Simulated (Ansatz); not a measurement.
**Geometry relaxation of Si2H5ClO3 (part 2 of 2)**

Si2H5ClO3; RKS PBE-D4/def2-SVP (Ansatz 0.2.0). It belongs to a series of runs on one base structure; here: start relaxed.

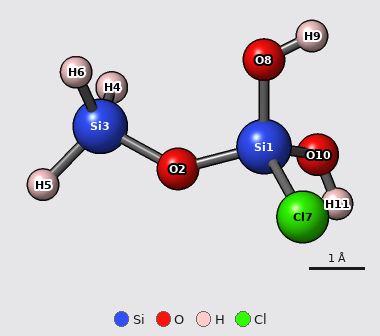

**Figure 1.** The geometry at step 21 of the log (ball-and-stick view, seen at a tilt; atoms are numbered from 1 in the order of the input).

## Trajectory as extended XYZ, continued
```
11
Properties=species:S:1:pos:R:3:forces:R:3 step=9 energy=-34473.05596
Si   -0.1316   -0.0407   -0.0206   -0.0177  -0.0972   0.0374
O    -0.2130   -0.3126    1.6106   -0.0245   0.0539   0.0171
Si   -1.3445   -0.3827    2.8563   -0.0076  -0.0106  -0.1738
H    -2.4654   -1.3047    2.4415    0.0035   0.0329   0.0566
H    -0.6539   -0.9462    4.0613   -0.0062   0.0305   0.0190
H    -1.9072    0.9828    3.1463    0.0362  -0.0500   0.0230
Cl    1.8795    0.0355   -0.4641    0.0079  -0.0081   0.0033
O    -0.8426    1.3898   -0.4544   -0.1622   0.0040  -0.0849
H    -1.5432    1.2898   -1.1282    0.1484   0.0114   0.1160
O    -0.9087   -1.2424   -0.8729    0.0199  -0.5787   0.2817
H    -0.8413   -2.1457   -0.4801    0.0022   0.6117  -0.2954
11
Properties=species:S:1:pos:R:3:forces:R:3 step=11 energy=-34473.07650
Si   -0.1615   -0.0751   -0.0134   -0.0125  -0.0892  -0.0022
O    -0.2543   -0.4096    1.6041   -0.0766   0.0260   0.0093
Si   -1.3532   -0.3645    2.8814   -0.0609   0.0117  -0.1289
H    -2.5535   -1.2271    2.5573    0.0979   0.0597   0.0336
H    -0.6525   -0.9128    4.0889   -0.0164   0.0209  -0.0022
H    -1.8212    1.0457    3.1308    0.0440  -0.0681   0.0147
Cl    1.8569    0.0523   -0.4236    0.0005  -0.0123  -0.0063
O    -0.9038    1.3596   -0.3840   -0.0700  -0.0878   0.0116
H    -1.5490    1.2808   -1.1101    0.0440   0.0270   0.0140
O    -0.8972   -1.2499   -0.9406    0.1157  -0.3115   0.1929
H    -0.6829   -2.1765   -0.6946   -0.0657   0.4238  -0.1366
11
Properties=species:S:1:pos:R:3:forces:R:3 step=13 energy=-34473.10820
Si   -0.2010   -0.1412    0.0219   -0.2124   0.1123   0.1102
O    -0.2526   -0.4952    1.6307    0.0959  -0.0351   0.0808
Si   -1.3540   -0.3320    2.8957   -0.0466   0.0531  -0.0750
H    -2.6024   -1.1128    2.5847   -0.0041  -0.0023   0.0221
H    -0.7089   -0.8861    4.1300    0.0148  -0.0005   0.0025
H    -1.7108    1.1145    3.0937    0.0150  -0.0214   0.0387
Cl    1.7953    0.0870   -0.4607   -0.0121  -0.0527  -0.0304
O    -1.0734    1.2486   -0.2171   -0.0353  -0.0184  -0.2224
H    -1.4565    1.3068   -1.1144    0.0640   0.0575   0.1646
O    -0.9267   -1.3002   -0.9209    0.1510  -0.1584  -0.0528
H    -0.4809   -2.1666   -0.9474   -0.0302   0.0660  -0.0384
11
Properties=species:S:1:pos:R:3:forces:R:3 step=14 energy=-34473.11242
Si   -0.2178   -0.1477    0.0274   -0.1504   0.0450   0.0145
O    -0.2613   -0.5049    1.6357    0.0283   0.0014   0.0667
Si   -1.3581   -0.3229    2.9036   -0.0301   0.0311  -0.0037
H    -2.6248   -1.0788    2.6030    0.0094   0.0124   0.0000
H    -0.7167   -0.8952    4.1320    0.0134  -0.0055  -0.0029
H    -1.6825    1.1286    3.1227    0.0159  -0.0261   0.0031
Cl    1.7766    0.0753   -0.4693    0.0145   0.0026  -0.0045
O    -1.1051    1.2356   -0.2072   -0.1084  -0.0521  -0.5016
H    -1.4514    1.3104   -1.1256    0.1636   0.0292   0.4669
O    -0.9110   -1.3154   -0.9300    0.2220  -0.3868  -0.0426
H    -0.4200   -2.1623   -0.9964   -0.1783   0.3489   0.0039
11
Properties=species:S:1:pos:R:3:forces:R:3 step=16 energy=-34473.11203 accepted=F
Si   -0.2391   -0.1622    0.0157   -0.2255  -0.0286  -0.1545
O    -0.2987   -0.4688    1.6363    0.0223   0.0332  -0.0954
Si   -1.3662   -0.3139    2.9308    0.0032   0.0209  -0.0342
H    -2.6599   -1.0166    2.6249   -0.0124   0.0022  -0.0087
H    -0.7192   -0.9568    4.1199    0.0203  -0.0171   0.0064
H    -1.6401    1.1326    3.2271    0.0071   0.0089  -0.0120
Cl    1.7547    0.0650   -0.4776    0.0856   0.0071   0.0327
O    -1.1205    1.2027   -0.2789    0.0802   0.0654   0.5947
H    -1.4695    1.3690   -1.1612   -0.0435  -0.0595  -0.4044
O    -0.8879   -1.3723   -0.9262   -0.0587   0.1951   0.1360
H    -0.3256   -2.1557   -1.0148    0.1214  -0.2276  -0.0605
11
Properties=species:S:1:pos:R:3:forces:R:3 step=18 energy=-34473.12804
Si   -0.2540   -0.1788    0.0257   -0.0123  -0.0166   0.0128
O    -0.2876   -0.5027    1.6412   -0.0083  -0.0071  -0.0052
Si   -1.3627   -0.3018    2.9236    0.0007   0.0096  -0.0022
H    -2.6737   -0.9715    2.6129    0.0013   0.0069   0.0048
H    -0.7376   -0.9492    4.1232   -0.0043  -0.0050   0.0019
H    -1.5974    1.1567    3.1954    0.0051  -0.0009   0.0031
Cl    1.7397    0.0888   -0.4714   -0.0101   0.0091  -0.0133
O    -1.1724    1.1780   -0.2143   -0.0115  -0.0051  -0.0242
H    -1.4495    1.3393   -1.1334    0.0217  -0.0057   0.0233
O    -0.8856   -1.3928   -0.9164    0.0140   0.0058  -0.0037
H    -0.2911   -2.1432   -1.0906    0.0038   0.0089   0.0027
11
Properties=species:S:1:pos:R:3:forces:R:3 step=20 energy=-34473.12835
Si   -0.2555   -0.1805    0.0264   -0.0062   0.0011   0.0002
O    -0.2894   -0.5052    1.6414   -0.0024  -0.0084  -0.0034
Si   -1.3631   -0.3014    2.9243    0.0020   0.0087   0.0032
H    -2.6749   -0.9688    2.6143   -0.0046   0.0047   0.0045
H    -0.7385   -0.9496    4.1238   -0.0040  -0.0053   0.0022
H    -1.5949    1.1574    3.1961    0.0054   0.0013   0.0022
Cl    1.7367    0.0915   -0.4742   -0.0035   0.0076  -0.0061
O    -1.1751    1.1753   -0.2135   -0.0081  -0.0053   0.0058
H    -1.4454    1.3402   -1.1333    0.0115   0.0002  -0.0030
O    -0.8841   -1.3936   -0.9178    0.0033  -0.0050  -0.0045
H    -0.2878   -2.1425   -1.0915    0.0065   0.0004  -0.0010
11
Properties=species:S:1:pos:R:3:forces:R:3 step=21 energy=-34473.12914
Si   -0.2721   -0.1983    0.0272    0.0126  -0.0027  -0.0276
O    -0.3026   -0.5177    1.6425   -0.0069  -0.0199   0.0071
Si   -1.3638   -0.2907    2.9323   -0.0120  -0.0060   0.0135
H    -2.7000   -0.9110    2.6248    0.0069   0.0163  -0.0023
H    -0.7592   -0.9767    4.1220   -0.0001   0.0131  -0.0082
H    -1.5442    1.1733    3.2204    0.0118  -0.0179  -0.0006
Cl    1.7127    0.1150   -0.4864   -0.0066   0.0139   0.0080
O    -1.2219    1.1371   -0.2054   -0.0581   0.0818  -0.2197
H    -1.4285    1.3582   -1.1350    0.0550  -0.0711   0.2264
O    -0.8659   -1.4298   -0.9152    0.1275  -0.1560  -0.0530
H    -0.2265   -2.1366   -1.1311   -0.1299   0.1484   0.0565
11
Properties=species:S:1:pos:R:3:forces:R:3 step=23 energy=-34473.13296
Si   -0.2780   -0.2069    0.0227   -0.0151   0.0094   0.0096
O    -0.3317   -0.5641    1.6302    0.0049  -0.0040  -0.0181
Si   -1.3630   -0.2867    2.9344    0.0022   0.0040  -0.0122
H    -2.7303   -0.8412    2.6441   -0.0059   0.0063   0.0024
H    -0.7735   -0.9975    4.1159    0.0011  -0.0032   0.0038
H    -1.4680    1.1834    3.2240    0.0055  -0.0002   0.0016
Cl    1.7082    0.1583   -0.4495   -0.0088   0.0057   0.0090
O    -1.2484    1.1160   -0.2037    0.0072  -0.0076  -0.0085
H    -1.4583    1.3284   -1.1298    0.0002  -0.0003   0.0122
O    -0.8345   -1.4288   -0.9542    0.0047  -0.0011   0.0042
H    -0.1944   -2.1380   -1.1382    0.0042  -0.0090  -0.0041
11
Properties=species:S:1:pos:R:3:forces:R:3 step=25 energy=-34473.13630
Si   -0.3013   -0.2322    0.0176    0.0065  -0.0073  -0.0141
O    -0.3830   -0.6392    1.6118   -0.0329   0.0035   0.0164
Si   -1.3595   -0.2740    2.9388   -0.0032   0.0101  -0.0405
H    -2.7797   -0.7016    2.6766    0.0409   0.0220   0.0113
H    -0.8098   -1.0415    4.1046   -0.0071   0.0042  -0.0011
H    -1.3213    1.2009    3.2335   -0.0015  -0.0421  -0.0053
Cl    1.6801    0.2334   -0.3918   -0.0273  -0.0033   0.0049
O    -1.3177    1.0583   -0.1955    0.0114  -0.0192  -0.0179
H    -1.4946    1.3045   -1.1201   -0.0074   0.0058   0.0130
O    -0.7777   -1.4498   -1.0076    0.0289   0.0258   0.0418
H    -0.1073   -2.1361   -1.1718   -0.0083   0.0005  -0.0085
11
Properties=species:S:1:pos:R:3:forces:R:3 step=26 energy=-34473.13733
Si   -0.3069   -0.2394    0.0140   -0.0228  -0.0016   0.0030
O    -0.3979   -0.6566    1.6048   -0.0050  -0.0032   0.0066
Si   -1.3572   -0.2714    2.9366    0.0080  -0.0094  -0.0049
H    -2.7877   -0.6565    2.6817   -0.0029   0.0018  -0.0008
H    -0.8239   -1.0574    4.0976   -0.0035   0.0005  -0.0013
H    -1.2800    1.1976    3.2391    0.0066   0.0080   0.0002
Cl    1.6645    0.2667   -0.3811    0.0243   0.0019  -0.0031
O    -1.3409    1.0367   -0.1967   -0.0041  -0.0096   0.0025
H    -1.4978    1.3154   -1.1150   -0.0010  -0.0037  -0.0045
O    -0.7568   -1.4621   -1.0135   -0.0102   0.0094  -0.0012
H    -0.0874   -2.1501   -1.1714    0.0107   0.0061   0.0035
11
Properties=species:S:1:pos:R:3:forces:R:3 step=28 energy=-34473.13856
Si   -0.3295   -0.2605    0.0098    0.0211  -0.0146   0.0058
O    -0.4470   -0.7179    1.5890   -0.0193   0.0129   0.0015
Si   -1.3499   -0.2616    2.9395   -0.0273   0.0575  -0.0108
H    -2.8181   -0.5048    2.7007    0.0733   0.0042   0.0138
H    -0.8747   -1.1066    4.0856   -0.0128   0.0104  -0.0197
H    -1.1291    1.1956    3.2553   -0.0075  -0.0768  -0.0142
Cl    1.6314    0.3402   -0.3267   -0.0461  -0.0130   0.0078
O    -1.4124    0.9747   -0.1993    0.0127  -0.0044  -0.0059
H    -1.5399    1.2913   -1.1101    0.0045  -0.0106   0.0057
O    -0.6990   -1.4815   -1.0506   -0.0152   0.0218   0.0060
H    -0.0038   -2.1459   -1.1971    0.0166   0.0125   0.0098
11
Properties=species:S:1:pos:R:3:forces:R:3 step=30 energy=-34473.13933
Si   -0.3320   -0.2624    0.0130   -0.0012  -0.0086  -0.0066
O    -0.4492   -0.7186    1.5913   -0.0120   0.0050   0.0002
Si   -1.3499   -0.2565    2.9400    0.0101  -0.0227   0.0112
H    -2.8153   -0.4877    2.6998   -0.0001   0.0048  -0.0013
H    -0.8860   -1.1116    4.0819   -0.0044   0.0025   0.0012
H    -1.1134    1.1913    3.2629   -0.0002   0.0099  -0.0026
Cl    1.6263    0.3358   -0.3228    0.0155   0.0074  -0.0008
O    -1.4143    0.9727   -0.1983   -0.0062   0.0160  -0.0497
H    -1.5513    1.2723   -1.1145    0.0051  -0.0170   0.0485
O    -0.6980   -1.4824   -1.0490   -0.0014  -0.0136  -0.0058
H     0.0109   -2.1299   -1.2083   -0.0052   0.0164   0.0058
11
Properties=species:S:1:pos:R:3:forces:R:3 step=31 energy=-34473.13952
Si   -0.3352   -0.2661    0.0133   -0.0046  -0.0002   0.0002
O    -0.4563   -0.7274    1.5899   -0.0070   0.0013   0.0043
Si   -1.3473   -0.2548    2.9416   -0.0046  -0.0126  -0.0017
H    -2.8165   -0.4604    2.7016   -0.0018  -0.0008   0.0007
H    -0.8981   -1.1204    4.0816    0.0015   0.0083  -0.0024
H    -1.0899    1.1898    3.2638    0.0068   0.0029   0.0055
Cl    1.6212    0.3448   -0.3136    0.0091   0.0025  -0.0016
O    -1.4232    0.9642   -0.1980    0.0000   0.0060  -0.0335
H    -1.5619    1.2611   -1.1143    0.0011  -0.0080   0.0299
O    -0.6910   -1.4853   -1.0530    0.0069  -0.0118  -0.0047
H     0.0262   -2.1225   -1.2170   -0.0074   0.0123   0.0034
11
Properties=species:S:1:pos:R:3:forces:R:3 step=33 energy=-34473.13973
Si   -0.3449   -0.2745    0.0128   -0.0032  -0.0004   0.0001
O    -0.4784   -0.7475    1.5851   -0.0102   0.0059   0.0021
Si   -1.3452   -0.2506    2.9441   -0.0014   0.0051   0.0012
H    -2.8227   -0.4003    2.7115    0.0084  -0.0039   0.0024
H    -0.9196   -1.1358    4.0780   -0.0017   0.0039  -0.0041
H    -1.0327    1.1827    3.2728    0.0016  -0.0092  -0.0009
Cl    1.6072    0.3646   -0.2913    0.0004   0.0007   0.0009
O    -1.4465    0.9433   -0.2020    0.0086  -0.0077  -0.0062
H    -1.5811    1.2432   -1.1174   -0.0019   0.0017   0.0024
O    -0.6712   -1.4933   -1.0635    0.0096  -0.0071  -0.0021
H     0.0631   -2.1089   -1.2340   -0.0103   0.0111   0.0042
```

This output came from the following input.

## Input
```yaml
crystal:
  periodic: [false, false, false]
  atoms:
    - { symbol: Si, position_ang: [0.0, 0.0, 0.0] }
    - { symbol: O, position_ang: [0.0, 0.0, 1.68] }
    - { symbol: Si, position_ang: [-1.3147, -0.4067, 2.6436] }
    - { symbol: H, position_ang: [-2.239, -1.2403, 1.8804] }
    - { symbol: H, position_ang: [-0.8506, -1.1432, 3.8157] }
    - { symbol: H, position_ang: [-1.9987, 0.8095, 3.0733] }
    - { symbol: Cl, position_ang: [2.0086, 0.0, -0.7093] }
    - { symbol: O, position_ang: [-0.7913, 1.3709, -0.5594] }
    - { symbol: H, position_ang: [-1.7491, 1.1401, -0.7818] }
    - { symbol: O, position_ang: [-0.7913, -1.3709, -0.5594] }
    - { symbol: H, position_ang: [-1.2459, -1.8365, 0.2129] }
basis:
  gaussian: { orbitals: def2-SVP }
hamiltonian:
  xc: pbe
  dispersion: d4
relax:
  f_tol: 0.02
  max_steps: 40
```

Launch command:
```bash
ansatz run input.yaml --threads 2 --pin off --max-ram 3072MiB --backend cpu --events-out ev --progress --plain --runs-dir out
```

## Results in brief

| quantity | value |
| --- | --- |
| outcome | converged |
| total energy | −34473.1398 eV |
| mean-field energy | −34472.8316 eV |
| largest force (length of the vector) at the end | 0.016 eV/Å |
| hardware | 2 threads of Intel Xeon @ 2.50GHz (Skylake/Cascade Lake), 32 GiB of memory available, shared host |
| wall time | 2.2 min (CPU time 3.9 min) |
| peak memory | 0.19 GiB |
